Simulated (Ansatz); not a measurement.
CH4FIn: nudged elastic band

CH4FIn, SMILES [CH3][InH][F], computed with RKS LDA/def2-SVP (Ansatz 0.2.0).

It belongs to a series of runs on one base structure; here: band between the two ends. Figures and captions count atoms from 1; the log counts them from 0 in places.

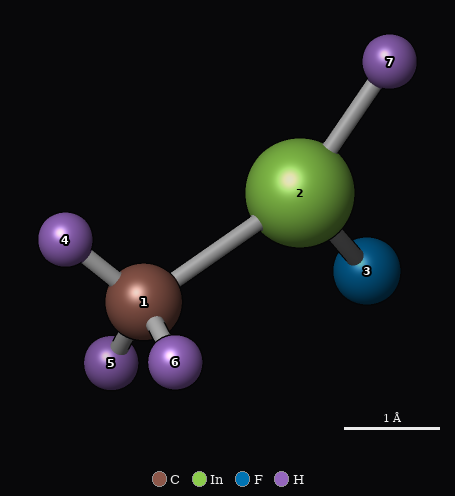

**Figure 1.** The starting structure (ball-and-stick view, seen at a tilt; atoms are numbered from 1 in the order of the input). Sticks mark near contacts.

## Input file
```yaml
crystal:
  periodic: [false, false, false]
  atoms:
    - { symbol: C, position_ang: [-0.915021, 0.419949, -0.273129] }
    - { symbol: In, position_ang: [1.037379, -0.322105, 0.082366] }
    - { symbol: F, position_ang: [0.99308, -1.488057, 1.668401] }
    - { symbol: H, position_ang: [-1.154361, 0.405958, -1.355031] }
    - { symbol: H, position_ang: [-1.631092, -0.209848, 0.290893] }
    - { symbol: H, position_ang: [-0.974752, 1.465104, 0.094992] }
    - { symbol: H, position_ang: [2.644767, -0.271001, -0.508483] }
basis:
  gaussian: { orbitals: def2-SVP }
hamiltonian:
  xc: lda
neb:
  order_check: false
  images: 5
  f_tol: 0.03
  max_iterations: 60
  final_atoms:
    - { symbol: C, position_ang: [-0.93925917, 0.35635774, -0.28247973] }
    - { symbol: In, position_ang: [0.9985955, -0.43111372, 0.05554699] }
    - { symbol: F, position_ang: [1.4158154, -0.29067346, 1.97425601] }
    - { symbol: H, position_ang: [-0.84382028, 1.3745563, -0.71307206] }
    - { symbol: H, position_ang: [-1.5080427, -0.28245944, -0.98742723] }
    - { symbol: H, position_ang: [-1.46114925, 0.41813665, 0.69304901] }
    - { symbol: H, position_ang: [2.3378605, -1.14480407, -0.73986398] }
  initial_path:
    images:
      - { positions_ang: [[-0.915021, 0.419949, -0.273129], [1.037379, -0.322105, 0.082366], [0.99308, -1.488057, 1.668401], [-1.154361, 0.405958, -1.355031], [-1.631092, -0.209848, 0.290893], [-0.974752, 1.465104, 0.094992], [2.644767, -0.271001, -0.508483]] }
      - { positions_ang: [[-0.93378255, 0.42418235, -0.28202909], [1.04314381, -0.34414167, 0.07264024], [1.06967371, -1.27614026, 1.76397934], [-1.11001422, 0.59557351, -1.31596357], [-1.62023059, -0.29161174, 0.08752001], [-1.06388238, 1.33527996, 0.24074153], [2.61509223, -0.44314215, -0.56687947]] }
      - { positions_ang: [[-0.9525441, 0.42841571, -0.29092917], [1.04890862, -0.36617835, 0.06291448], [1.14626741, -1.06422351, 1.85955769], [-1.06566743, 0.78518903, -1.27689614], [-1.60936919, -0.37337549, -0.11585298], [-1.15301276, 1.20545591, 0.38649107], [2.58541745, -0.6152833, -0.62527593]] }
      - { positions_ang: [[-0.97130566, 0.43264906, -0.29982926], [1.05467343, -0.38821502, 0.05318871], [1.22286112, -0.85230677, 1.95513603], [-1.02132065, 0.97480454, -1.23782871], [-1.59850778, -0.45513923, -0.31922597], [-1.24214314, 1.07563187, 0.5322406], [2.55574268, -0.78742445, -0.6836724]] }
      - { positions_ang: [[-0.96062349, 0.40721862, -0.29404609], [1.03598079, -0.40251459, 0.05397481], [1.28717921, -0.66509566, 1.96150936], [-0.96215386, 1.10805513, -1.06290983], [-1.56835275, -0.3975793, -0.54195972], [-1.31514518, 0.8564668, 0.5858434], [2.48311528, -0.90655099, -0.70240293]] }
      - { positions_ang: [[-0.94994133, 0.38178818, -0.28826291], [1.01728815, -0.41681415, 0.0547609], [1.35149731, -0.47788456, 1.96788268], [-0.90298707, 1.24130571, -0.88799095], [-1.53819773, -0.34001937, -0.76469348], [-1.38814721, 0.63730173, 0.6394462], [2.41048789, -1.02567753, -0.72113345]] }
      - { positions_ang: [[-0.93925917, 0.35635774, -0.28247973], [0.9985955, -0.43111372, 0.05554699], [1.4158154, -0.29067346, 1.97425601], [-0.84382028, 1.3745563, -0.71307206], [-1.5080427, -0.28245944, -0.98742723], [-1.46114925, 0.41813665, 0.69304901], [2.3378605, -1.14480407, -0.73986398]] }
```

Launched with:
```bash
ansatz run input.yaml --threads 1 --pin off --max-ram 2048MiB --backend cpu --events-out ev --progress --plain --runs-dir out
```

## Log
```
Engine: ansatz 0.2.0, aarch64-unknown-linux-gnu
Functional definition: SPW92
  exchange = slater_x
  correlation = pw_c
854 factors; their error is unknown
mean field evaluation 1: about -8942.4378 eV, gradient 6.9e1 eV
mean field evaluation 2: about -8870.2000 eV, gradient 1.9e2 eV
mean field evaluation 4: about -8952.8301 eV, gradient 1.4e1 eV
mean field evaluation 8: about -8953.3028 eV, gradient 6.8e-2 eV
mean field evaluation 16: about -8953.2771 eV, gradient 2.4e-5 eV
mean field -8953.27705764 eV, -329.0268631191 hartree, gradient 2.4e-5 eV, S^2 0.000000; 0 other end points of the search recorded, 0 dependent functions left out
the calculation of the forces begins
reference -8953.27710226 eV, -329.0268647587 hartree; 20, 20 occupied and 54, 54 virtual orbitals, 854 factors
854 factors; their error is unknown
mean field evaluation 32: about -8953.2769 eV, gradient 4.0e-5 eV
mean field -8953.27688449 eV, -329.0268567559 hartree, gradient 4.0e-5 eV, S^2 0.000000; 0 other end points of the search recorded, 0 dependent functions left out
[... from here on the field's lines of each further geometry are left out, up to the last ...]
NEB iter   1: max|band force component| = 2.772e0 eV/Å  barrier→ = 0.2774 eV  barrier← = 0.2772 eV  Δτ_max = 0.1259 Å  (175 SCF iters)
NEB iter   2: max|band force component| = 5.530e-1 eV/Å  barrier→ = 0.0252 eV  barrier← = 0.0250 eV  Δτ_max = 0.0723 Å  (138 SCF iters)
NEB iter   3: max|band force component| = 9.883e-2 eV/Å  barrier→ = 0.0031 eV  barrier← = 0.0029 eV  CI = image 2  Δτ_max = 0.0202 Å  (140 SCF iters)
NEB iter   4: max|band force component| = 5.737e-2 eV/Å  barrier→ = 0.0020 eV  barrier← = 0.0018 eV  CI = image 2  Δτ_max = 0.0041 Å  (139 SCF iters)
the calculation of the forces begins
reference -8953.27736958 eV, -329.0268745826 hartree; 20, 20 occupied and 54, 54 virtual orbitals, 854 factors
854 factors; their error is unknown
mean field evaluation 320: about -8953.2751 eV, gradient 7.6e-6 eV
mean field -8953.27511741 eV, -329.0267918168 hartree, gradient 7.6e-6 eV, S^2 0.000000; 1 other end points of the search recorded, 0 dependent functions left out
the calculation of the forces begins
reference -8953.27516243 eV, -329.0267934716 hartree; 20, 20 occupied and 54, 54 virtual orbitals, 854 factors
NEB iter   5: max|band force component| = 1.493e-2 eV/Å  barrier→ = 0.0019 eV  barrier← = 0.0018 eV  CI = image 2  Δτ_max = 0.0000 Å  (245 SCF iters)
```

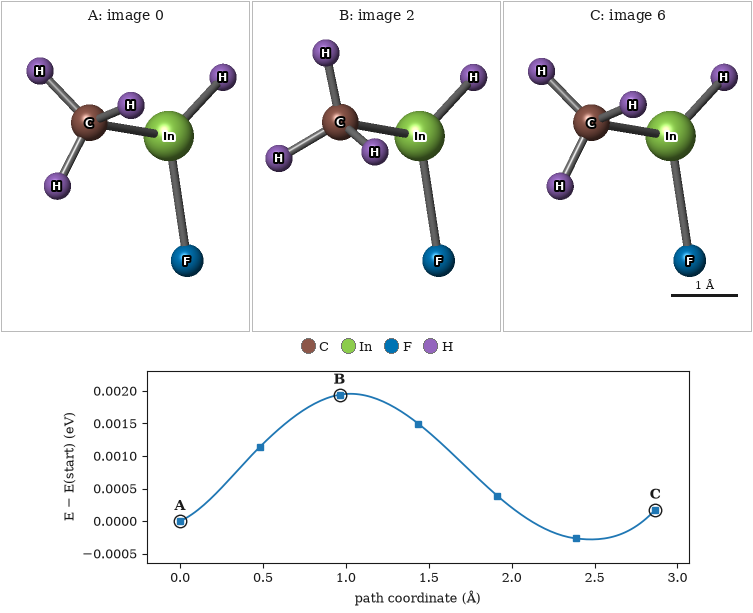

**Figure 2.** Images of the last band (counted from 0; ball-and-stick, seen at a tilt) above the energy along the path; the line is a cubic interpolation that uses the forces. The highest image is number 2, 0.002 eV above the start and 0.002 eV above the end (the climbing image); start and end have the same energy. The path is 2.87 Å long. The band converged in 5 iterations.

```
Total energy: -8953.27516243 eV, -329.0267934716 hartree
Atom 0 at    -0.918166     0.403892    -0.292799 Å, force     0.006660     0.005245    -0.006273 eV/Å
Atom 1 at     1.025943    -0.357205     0.066745 Å, force     0.000300    -0.001497     0.004968 eV/Å
Atom 2 at     1.118344    -1.068757     1.900553 Å, force    -0.001374     0.001404    -0.004271 eV/Å
Atom 3 at    -1.026513     0.781732    -1.327940 Å, force    -0.000716    -0.003230     0.002192 eV/Å
Atom 4 at    -1.650024    -0.408230    -0.106132 Å, force    -0.001305     0.001649     0.002608 eV/Å
Atom 5 at    -1.107535     1.224347     0.429397 Å, force    -0.003384    -0.003630     0.001717 eV/Å
Atom 6 at     2.557951    -0.575779    -0.669815 Å, force    -0.000181     0.000058    -0.000941 eV/Å
Dipole moment:    -0.204528     0.276733    -0.564468 e Å
this run last wrote the band of iteration 5 to [file]
```

## The last band as extended XYZ (Å, eV, eV/Å)
```
7
Properties=species:S:1:pos:R:3:forces:R:3 image=0 energy=-8953.27706
C    -0.9150    0.4199   -0.2731    0.0082  -0.0016   0.0007
In    1.0374   -0.3221    0.0824   -0.0064  -0.0016   0.0056
F     0.9931   -1.4881    1.6684    0.0020  -0.0002  -0.0024
H    -1.1544    0.4060   -1.3550   -0.0018  -0.0005   0.0028
H    -1.6311   -0.2098    0.2909    0.0010   0.0044  -0.0032
H    -0.9748    1.4651    0.0950   -0.0018  -0.0020  -0.0022
H     2.6448   -0.2710   -0.5085   -0.0010   0.0016  -0.0012
7
Properties=species:S:1:pos:R:3:forces:R:3 image=1 energy=-8953.27592
C    -0.9171    0.4095   -0.2861    0.0059  -0.0023  -0.0045
In    1.0313   -0.3406    0.0735   -0.0013  -0.0020   0.0024
F     1.0529   -1.2843    1.8016   -0.0011   0.0006  -0.0031
H    -1.0894    0.5965   -1.3640   -0.0006  -0.0008   0.0027
H    -1.6513   -0.3244    0.1020   -0.0002   0.0031   0.0025
H    -1.0311    1.3606    0.2742   -0.0028  -0.0001   0.0000
H     2.6047   -0.4173   -0.6012    0.0001   0.0014   0.0000
7
Properties=species:S:1:pos:R:3:forces:R:3 image=2 energy=-8953.27512
C    -0.9182    0.4039   -0.2928    0.0067   0.0052  -0.0063
In    1.0259   -0.3572    0.0667    0.0003  -0.0015   0.0050
F     1.1183   -1.0688    1.9006   -0.0014   0.0014  -0.0043
H    -1.0265    0.7817   -1.3279   -0.0007  -0.0032   0.0022
H    -1.6500   -0.4082   -0.1061   -0.0013   0.0016   0.0026
H    -1.1075    1.2243    0.4294   -0.0034  -0.0036   0.0017
H     2.5580   -0.5758   -0.6698   -0.0002   0.0001  -0.0009
7
Properties=species:S:1:pos:R:3:forces:R:3 image=3 energy=-8953.27556
C    -0.9197    0.3970   -0.2938   -0.0051   0.0149  -0.0007
In    1.0205   -0.3737    0.0633    0.0032  -0.0020   0.0011
F     1.1912   -0.8432    1.9678    0.0003   0.0007   0.0003
H    -0.9703    0.9505   -1.2517   -0.0001  -0.0053   0.0036
H    -1.6323   -0.4533   -0.3202    0.0020   0.0004  -0.0007
H    -1.1918    1.0626    0.5502    0.0004  -0.0078  -0.0032
H     2.5024   -0.7400   -0.7156   -0.0008  -0.0009  -0.0004
7
Properties=species:S:1:pos:R:3:forces:R:3 image=4 energy=-8953.27667
C    -0.9244    0.3883   -0.2891    0.0053   0.0118   0.0069
In    1.0141   -0.3916    0.0598   -0.0002  -0.0006   0.0049
F     1.2609   -0.6571    1.9952   -0.0009   0.0017  -0.0037
H    -0.9152    1.1268   -1.1151   -0.0020  -0.0059  -0.0014
H    -1.6024   -0.4478   -0.5584   -0.0005   0.0009  -0.0029
H    -1.2820    0.8604    0.6475   -0.0009  -0.0069  -0.0023
H     2.4490   -0.8791   -0.7398   -0.0008  -0.0011  -0.0015
7
Properties=species:S:1:pos:R:3:forces:R:3 image=5 energy=-8953.27732
C    -0.9315    0.3734   -0.2845    0.0064   0.0025   0.0081
In    1.0066   -0.4111    0.0580   -0.0016   0.0005   0.0032
F     1.3352   -0.4764    1.9982   -0.0011   0.0005  -0.0032
H    -0.8701    1.2724   -0.9306   -0.0022  -0.0032  -0.0021
H    -1.5616   -0.3874   -0.7886   -0.0007   0.0021  -0.0019
H    -1.3730    0.6397    0.6960   -0.0004  -0.0023  -0.0032
H     2.3943   -1.0106   -0.7486   -0.0003  -0.0002  -0.0009
7
Properties=species:S:1:pos:R:3:forces:R:3 image=6 energy=-8953.27688
C    -0.9393    0.3564   -0.2825    0.0072  -0.0091   0.0081
In    0.9986   -0.4311    0.0555   -0.0071   0.0021  -0.0015
F     1.4158   -0.2907    1.9743    0.0029  -0.0009   0.0064
H    -0.8438    1.3746   -0.7131   -0.0043  -0.0041  -0.0075
H    -1.5080   -0.2825   -0.9874    0.0006   0.0131   0.0054
H    -1.4611    0.4181    0.6930    0.0015  -0.0026  -0.0091
H     2.3379   -1.1448   -0.7399   -0.0008   0.0015  -0.0017
```

## Results in brief

```json
{"quantity": "outcome", "value": "converged"}
{"quantity": "barrier, forward", "value": "0.002 eV"}
{"quantity": "barrier, backward", "value": "0.002 eV"}
{"quantity": "hardware", "value": "1 thread of Arm Neoverse N1, 24 GiB of memory available, shared host"}
{"quantity": "wall time", "value": "57 s"}
{"quantity": "peak memory", "value": "0.13 GiB"}
```

## Remarks

The order of the saddle point was not checked.
